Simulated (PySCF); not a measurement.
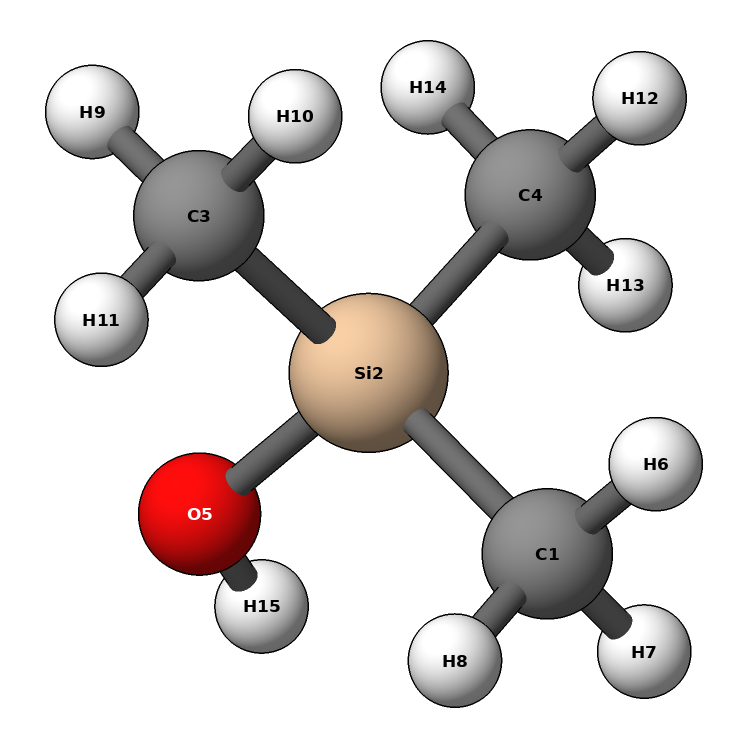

Computed geometry: PBE0-D3(BJ)/def2-SVP optimisation. No frequency run is at hand to confirm it as a minimum. Level of theory: GIAO PBE0/cc-pVDZ NMR shielding, non-relativistic, gas phase (PySCF 2.14.0). Principal shieldings σ11 ≤ σ22 ≤ σ33, span Ω = σ33 − σ11, skew κ = 3(σiso − σ22)/Ω.

**Which C atom has the most anisotropic shielding?**

C1, C4, with a span of 14 ppm.

Give the shielding tensors of the C atoms.

| atom | σ11 | σ22 | σ33 | σiso | Ω | κ |
| --- | --- | --- | --- | --- | --- | --- |
| C1, C4 | 187.7 | 194.6 | 201.8 | 194.7 | 14.1 | 0.03 |
| C3 | 190.6 | 197.4 | 203.0 | 197.0 | 12.4 | −0.09 |

Shieldings and span in ppm.
